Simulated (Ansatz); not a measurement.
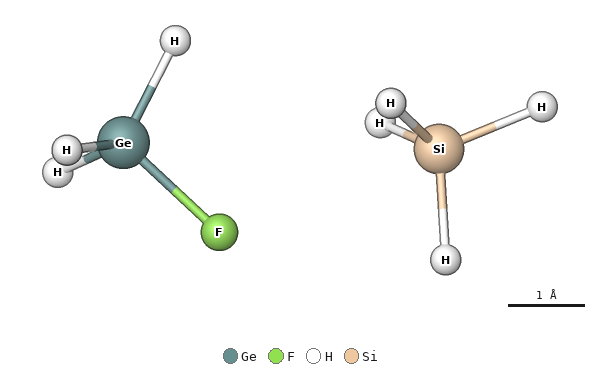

Figure 1. The structure as given in the input (ball-and-stick view, seen on its broad side). Sticks mark near contacts.

**Nudged elastic band of GeSiH7F**

System: GeSiH7F.
Method: RKS PBE0-D4/def2-SVP (Ansatz 0.2.0).

Figures and captions count atoms from 1; the log counts them from 0 in places.

**Log**
```
Functional definition: PBE0
  name "PBE0"
  cite "Adamo & Barone, J. Chem. Phys. 110, 6158 (1999) doi:10.1063/1.478522"
  cite "Perdew, Burke & Ernzerhof, Phys. Rev. Lett. 77, 3865 (1996) doi:10.1103/PhysRevLett.77.3865"
  parent pbe
  parameter a = 0.25
  parameter kappa = 0.804
  parameter beta = 0.06672455060314922
  exchange = (1 - a)*pbe_x(kappa = kappa, mu = beta*pi^2/3) + a*exact_x
  correlation = pbe_c(beta = beta)
1048 factors; integrals over basis functions are off by at most 3.2e-4 eV
mean field evaluation 1: about -67200.1512 eV, gradient 3.2e1 eV
mean field evaluation 2: about -67197.5812 eV, gradient 5.3e1 eV
mean field evaluation 4: about -67201.7439 eV, gradient 1.5e0 eV
mean field evaluation 8: about -67201.7542 eV, gradient 3.4e-2 eV
mean field -67201.75416612 eV, -2469.6189146197 hartree, gradient 1.6e-5 eV, S^2 0.000000; 0 other end points of the search recorded, 0 dependent functions left out
the calculation of the forces begins
reference -67201.75419687 eV, -2469.6189157499 hartree; 31, 31 occupied and 68, 68 virtual orbitals, 1048 factors
1047 factors; integrals over basis functions are off by at most 1.2e-3 eV
mean field evaluation 16: about -67199.4712 eV, gradient 3.7e1 eV
mean field -67201.38216463 eV, -2469.6052438174 hartree, gradient 7.4e-5 eV, S^2 0.000000; 0 other end points of the search recorded, 0 dependent functions left out
[... from here on the field's lines of each further geometry are left out, up to the last ...]
WARN: NEB end point (image 0): max|allowed force component| = 1.430e-1 eV/Å (the criterion of neb.relax_end_points is 1.000e-2). That is over neb.f_tol: it is no minimum, so the barrier can be far off. Relax it first
WARN: NEB end point (image 6): max|allowed force component| = 1.424e-1 eV/Å (the criterion of neb.relax_end_points is 1.000e-2). That is over neb.f_tol: it is no minimum, so the barrier can be far off. Relax it first
NEB iter   1: max|band force component| = 5.782e0 eV/Å  barrier→ = 6.3703 eV  barrier← = 6.0135 eV  Δτ_max = 0.2000 Å  (178 SCF iters)
NEB iter   2: max|band force component| = 4.429e0 eV/Å  barrier→ = 5.1835 eV  barrier← = 4.8267 eV  Δτ_max = 0.2000 Å  (150 SCF iters)
NEB iter   3: max|band force component| = 1.572e1 eV/Å  barrier→ = 4.0506 eV  barrier← = 3.6937 eV  Δτ_max = 0.1008 Å  (152 SCF iters)
NEB iter   4: max|band force component| = 2.479e0 eV/Å  barrier→ = 3.6311 eV  barrier← = 3.2743 eV  Δτ_max = 0.2000 Å  (141 SCF iters)
NEB iter   5: max|band force component| = 1.817e0 eV/Å  barrier→ = 3.0026 eV  barrier← = 2.6458 eV  Δτ_max = 0.2000 Å  (139 SCF iters)
NEB iter   6: max|band force component| = 1.216e0 eV/Å  barrier→ = 2.0952 eV  barrier← = 1.7384 eV  Δτ_max = 0.2000 Å  (130 SCF iters)
NEB iter   7: max|band force component| = 8.313e-1 eV/Å  barrier→ = 1.6999 eV  barrier← = 1.3431 eV  Δτ_max = 0.2000 Å  (133 SCF iters)
NEB iter   8: max|band force component| = 9.889e-1 eV/Å  barrier→ = 1.8200 eV  barrier← = 1.4632 eV  Δτ_max = 0.1003 Å  (131 SCF iters)
NEB iter   9: max|band force component| = 9.290e-1 eV/Å  barrier→ = 1.7842 eV  barrier← = 1.4274 eV  CI = image 4  Δτ_max = 0.2000 Å  (130 SCF iters)
NEB iter  10: max|band force component| = 1.102e0 eV/Å  barrier→ = 2.3424 eV  barrier← = 1.9856 eV  CI = image 4  Δτ_max = 0.1998 Å  (134 SCF iters)
NEB iter  11: max|band force component| = 4.585e-1 eV/Å  barrier→ = 2.2697 eV  barrier← = 1.9128 eV  CI = image 4  Δτ_max = 0.1266 Å  (133 SCF iters)
NEB iter  12: max|band force component| = 3.722e-1 eV/Å  barrier→ = 2.2497 eV  barrier← = 1.8929 eV  CI = image 4  Δτ_max = 0.0458 Å  (126 SCF iters)
NEB iter  13: max|band force component| = 2.930e-1 eV/Å  barrier→ = 2.2412 eV  barrier← = 1.8844 eV  CI = image 4  Δτ_max = 0.0191 Å  (109 SCF iters)
NEB iter  14: max|band force component| = 1.458e-1 eV/Å  barrier→ = 2.2371 eV  barrier← = 1.8803 eV  CI = image 4  Δτ_max = 0.0196 Å  (112 SCF iters)
NEB iter  15: max|band force component| = 8.072e-2 eV/Å  barrier→ = 2.2338 eV  barrier← = 1.8770 eV  CI = image 4  Δτ_max = 0.0322 Å  (110 SCF iters)
the calculation of the forces begins
reference -67201.22454816 eV, -2469.5994515188 hartree; 31, 31 occupied and 68, 68 virtual orbitals, 1050 factors
these checks for a lower state are left out or cut short: stability, starts, cluster_reference, orbital_swaps, neighbouring_geometries, increment
1047 factors; integrals over basis functions are off by at most 1.2e-3 eV
mean field evaluation 896: about -67200.8432 eV, gradient 1.3e1 eV
mean field -67201.37364624 eV, -2469.6049307723 hartree, gradient 5.9e-7 eV, S^2 0.000000; 0 other end points of the search recorded, 0 dependent functions left out
the calculation of the forces begins
reference -67201.37367307 eV, -2469.6049317581 hartree; 31, 31 occupied and 68, 68 virtual orbitals, 1047 factors
NEB iter  16: max|band force component| = 4.254e-2 eV/Å  barrier→ = 2.2328 eV  barrier← = 1.8759 eV  CI = image 4  CI's point: of a kind that is not told: the force calls were inconclusive, a negative curvature could not be distinguished from the path's own, the only one lies far off the path, or fixed occupations may fill a level only in part  Δτ_max = 0.0000 Å  (891 SCF iters)
```

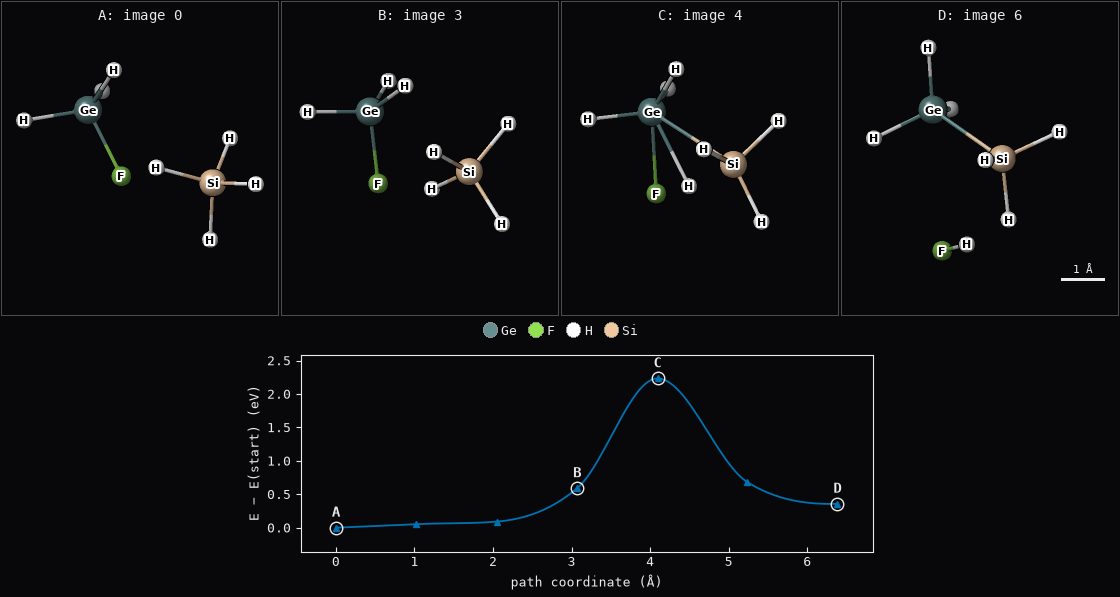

Figure 2. Images of the last band (counted from 0; ball-and-stick, seen at a tilt) above the energy along the path; the line is a cubic interpolation that uses the forces. The highest image is number 4, 2.233 eV above the start and 1.876 eV above the end (the climbing image); the end lies 0.357 eV above the start. The path is 6.38 Å long. The band converged in 16 iterations. The end points carry forces over 0.1 eV/Å, so they aren't fully relaxed minima and the barriers are approximate.

```
Total energy: -67199.64454942 eV, -2469.5413876360 hartree
Atom 0 at    -0.347454    -1.306304     0.083005 Å, force     0.021992     0.046748     0.000185 eV/Å
Atom 1 at     1.582667    -1.036348     0.670534 Å, force    -0.001885     0.015909    -0.003297 eV/Å
Atom 2 at     0.102946    -2.275052    -1.010949 Å, force     0.007160    -0.014449    -0.019484 eV/Å
Atom 3 at    -0.701823    -1.895461     1.448720 Å, force    -0.006952    -0.007669     0.023191 eV/Å
Atom 4 at    -1.621804    -0.583335    -0.446173 Å, force    -0.029204    -0.015581    -0.007456 eV/Å
Atom 5 at     1.071236     0.013771     0.346753 Å, force    -0.025339    -0.025831    -0.004382 eV/Å
Atom 6 at     0.096567     1.418437    -0.181686 Å, force     0.007384     0.034860    -0.003162 eV/Å
Atom 7 at     1.197125     2.417689     0.029738 Å, force    -0.015343    -0.004577    -0.004263 eV/Å
Atom 8 at    -1.066591     1.795147     0.680130 Å, force     0.029651    -0.018691    -0.017204 eV/Å
Atom 9 at    -0.312768     1.451458    -1.620074 Å, force     0.012535    -0.010719     0.035871 eV/Å
Dipole moment:    -0.275598    -0.077073    -0.077966 e Å
```

**The last band as extended XYZ (Å, eV, eV/Å)**
```
10
Properties=species:S:1:pos:R:3:forces:R:3 image=0 energy=-67201.87728
Ge   -0.9118   -1.9334   -0.0075   -0.0469  -0.0539  -0.0082
F     0.6257   -1.2132    0.3995    0.1347   0.1148   0.0279
H    -0.6189   -2.9499   -1.1166   -0.0175  -0.0284  -0.0266
H    -1.4206   -2.5924    1.2793   -0.0322  -0.0217   0.0177
H    -1.8097   -0.7850   -0.4793   -0.0375   0.0257  -0.0161
H     2.1449    1.4069    0.4826    0.1353  -0.0444   0.0503
Si    0.8318    1.8833   -0.0117   -0.0001  -0.0498   0.0076
H     0.8925    3.3552   -0.2192    0.0068   0.1430  -0.0198
H    -0.2336    1.5904    0.9800   -0.1085  -0.0249   0.0994
H     0.5000    1.2381   -1.3071   -0.0341  -0.0604  -0.1321
10
Properties=species:S:1:pos:R:3:forces:R:3 image=1 energy=-67201.82374
Ge   -0.7103   -1.9927    0.0679   -0.0077  -0.0039  -0.0020
F     0.8903   -1.4488    0.5101   -0.0105   0.0098  -0.0049
H    -0.5281   -2.9984   -1.0768   -0.0026  -0.0068   0.0002
H    -1.3167   -2.6307    1.3250   -0.0026  -0.0068   0.0001
H    -1.4702   -0.7341   -0.3743   -0.0168  -0.0087  -0.0042
H     1.7279    1.0739    0.4022    0.0257   0.0194   0.0055
Si    0.6355    1.9562   -0.0869    0.0077   0.0035   0.0020
H     1.1068    3.3721   -0.1439   -0.0124   0.0139  -0.0062
H    -0.5413    1.8717    0.8306    0.0097  -0.0101   0.0047
H     0.2062    1.5308   -1.4538    0.0096  -0.0101   0.0047
10
Properties=species:S:1:pos:R:3:forces:R:3 image=2 energy=-67201.78656
Ge   -0.4762   -1.9268    0.1341   -0.0152  -0.0369   0.0005
F     1.1686   -1.5953    0.6207   -0.0094  -0.0244   0.0005
H    -0.3767   -2.8955   -1.0502   -0.0236  -0.0432   0.0041
H    -1.1670   -2.5225    1.3664   -0.0203  -0.0444  -0.0051
H    -1.1158   -0.5923   -0.2811    0.0202  -0.0179   0.0091
H     1.2133    0.7410    0.2850    0.0252   0.0461   0.0014
Si    0.3989    1.9066   -0.1562    0.0139   0.0298   0.0001
H     1.2168    3.1510   -0.0739   -0.0129   0.0557  -0.0126
H    -0.8054    2.0376    0.7198    0.0110   0.0176   0.0013
H    -0.0563    1.6963   -1.5646    0.0112   0.0176   0.0007
10
Properties=species:S:1:pos:R:3:forces:R:3 image=3 energy=-67201.28814
Ge   -0.3452   -1.6422    0.1339    0.0511  -0.3581   0.0702
F     1.3246   -1.3489    0.6325   -0.2167  -0.2573  -0.0339
H    -0.1162   -2.5597   -1.0610   -0.1535  -0.3076  -0.0289
H    -0.9317   -2.1727    1.4366   -0.1662  -0.2979   0.0169
H    -1.2654   -0.4888   -0.3454    0.3819   0.0297   0.1189
H     0.9899    0.4257    0.2595   -0.0788   0.4671  -0.0948
Si    0.2540    1.6483   -0.1644    0.0977   0.2480  -0.0050
H     1.2397    2.7447   -0.0047   -0.0389   0.3829  -0.0699
H    -0.9493    1.8672    0.6985    0.0663   0.0443  -0.0010
H    -0.2001    1.5262   -1.5854    0.0569   0.0488   0.0276
10
Properties=species:S:1:pos:R:3:forces:R:3 image=4 energy=-67199.64452
Ge   -0.3475   -1.3063    0.0830    0.0220   0.0467   0.0002
F     1.5827   -1.0363    0.6705   -0.0019   0.0159  -0.0033
H     0.1029   -2.2751   -1.0109    0.0072  -0.0144  -0.0195
H    -0.7018   -1.8955    1.4487   -0.0070  -0.0077   0.0232
H    -1.6218   -0.5833   -0.4462   -0.0292  -0.0156  -0.0075
H     1.0712    0.0138    0.3468   -0.0253  -0.0258  -0.0044
Si    0.0966    1.4184   -0.1817    0.0074   0.0349  -0.0032
H     1.1971    2.4177    0.0297   -0.0153  -0.0046  -0.0043
H    -1.0666    1.7951    0.6801    0.0297  -0.0187  -0.0172
H    -0.3128    1.4515   -1.6201    0.0125  -0.0107   0.0359
10
Properties=species:S:1:pos:R:3:forces:R:3 image=5 energy=-67201.19714
Ge   -0.5804   -1.0853   -0.0257   -0.1653   0.1577  -0.0777
F     2.0022   -0.9173    0.7905    0.2882   0.0597   0.0856
H     0.1370   -2.0434   -0.9893    0.0123   0.1618   0.0150
H    -0.6424   -1.6793    1.3902    0.0319   0.1496  -0.0482
H    -2.0177   -0.8679   -0.5302   -0.2681  -0.1858  -0.0583
H     1.5699   -0.1333    0.5315    0.3286  -0.0891   0.1206
Si   -0.1205    1.2929   -0.2345   -0.1290  -0.0968  -0.0279
H     1.1943    1.9507    0.0974    0.0027  -0.3227   0.0491
H    -1.1506    1.9154    0.6438   -0.0527   0.0840  -0.0231
H    -0.3917    1.5674   -1.6737   -0.0486   0.0816  -0.0351
10
Properties=species:S:1:pos:R:3:forces:R:3 image=6 energy=-67201.52043
Ge   -0.9641   -0.9874   -0.1658    0.0798  -0.0098   0.0274
F     2.3651   -0.9891    0.9214   -0.1305   0.0441  -0.0489
H    -0.1354   -1.8859   -1.0923    0.0256  -0.0131  -0.0163
H    -0.9087   -1.5277    1.2686    0.0102  -0.0059   0.0309
H    -2.4258   -0.9875   -0.6444   -0.0339   0.0031  -0.0115
H     2.0834   -0.1337    0.7036    0.0581  -0.0407   0.0246
Si   -0.1565    1.2509   -0.2408   -0.0087  -0.0952   0.0117
H     1.2683    1.3311    0.2160    0.0985  -0.0215   0.0360
H    -0.9385    2.1382    0.6574   -0.0875   0.0872   0.0886
H    -0.1877    1.7910   -1.6238   -0.0116   0.0519  -0.1424
```

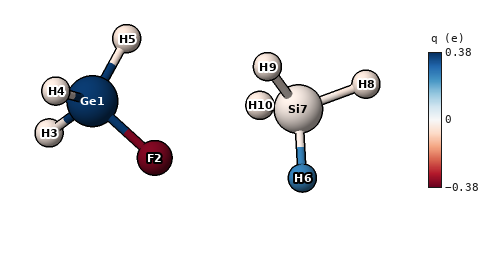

Figure 3. Mulliken charges, as the colour of each atom (ball-and-stick view, seen at a tilt; atoms are numbered from 1 in the order of the input). By element: Ge +0.36, F −0.35, H −0.05 to +0.26 and Si −0.03 e.

This output came from the following input.

**Input file**
```yaml
crystal:
  periodic: [false, false, false]
  atoms:
    - {symbol: Ge, position_ang: [-0.911791, -1.933382, -0.007481]}
    - {symbol: F, position_ang: [0.625685, -1.213202, 0.399537]}
    - {symbol: H, position_ang: [-0.618936, -2.949876, -1.116569]}
    - {symbol: H, position_ang: [-1.420638, -2.592422, 1.279312]}
    - {symbol: H, position_ang: [-1.809701, -0.785021, -0.479307]}
    - {symbol: H, position_ang: [2.144863, 1.406907, 0.482572]}
    - {symbol: Si, position_ang: [0.831761, 1.883260, -0.011711]}
    - {symbol: H, position_ang: [0.892464, 3.355158, -0.219246]}
    - {symbol: H, position_ang: [-0.233570, 1.590450, 0.980039]}
    - {symbol: H, position_ang: [0.499965, 1.238128, -1.307147]}
basis:
  gaussian: {orbitals: def2-SVP}
hamiltonian: {xc: pbe0, dispersion: d4}
neb:
  images: 5
  climbing: true
  max_iterations: 40
  initial_path: idpp
  final_atoms:
    - {symbol: Ge, position_ang: [-1.044545, -0.893117, -0.207713]}
    - {symbol: F, position_ang: [2.254255, -1.220331, 0.921850]}
    - {symbol: H, position_ang: [-0.283884, -1.834387, -1.149952]}
    - {symbol: H, position_ang: [-1.059174, -1.477098, 1.210466]}
    - {symbol: H, position_ang: [-2.493015, -0.750226, -0.705031]}
    - {symbol: H, position_ang: [2.052399, -0.337550, 0.726181]}
    - {symbol: Si, position_ang: [-0.042076, 1.266231, -0.205195]}
    - {symbol: H, position_ang: [1.377010, 1.206957, 0.272138]}
    - {symbol: H, position_ang: [-0.756773, 2.193070, 0.708991]}
    - {symbol: H, position_ang: [-0.004096, 1.846450, -1.571735]}
```

Run as:
```bash
ansatz run in.yaml --threads 4 --pin off --events-out ev --progress --plain --max-ram 9574MiB
```

**Results in brief**

| quantity | value |
| --- | --- |
| outcome | converged |
| barrier, forward | 2.233 eV |
| barrier, backward | 1.876 eV |
| dipole moment (one image of the band) | 1.42 D |
| hardware | 4 threads of Arm Neoverse V2, 23 GiB of memory available, shared host |
| wall time | 2.1 min (CPU time 7.4 min) |
| peak memory | 0.47 GiB |
